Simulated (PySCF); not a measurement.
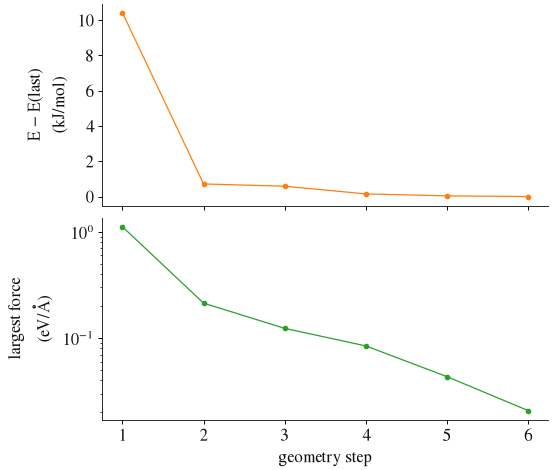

History of a geometry optimisation.

- system: C3H10SSi2 (SMILES CS[SiH2]/C=C\[SiH3])
- method: PBE0-D3(BJ)/def2-SVP, geometry optimisation in PySCF 2.14.0, density fitting

How did it end, and what did it gain?

The optimisation met its thresholds at geometry 6, counting the start as the first. The energy fell by about 10.5 kJ/mol from the first step to the last. The largest force goes from about 1.1 eV/Å at the start to 0.021 eV/Å at the end.
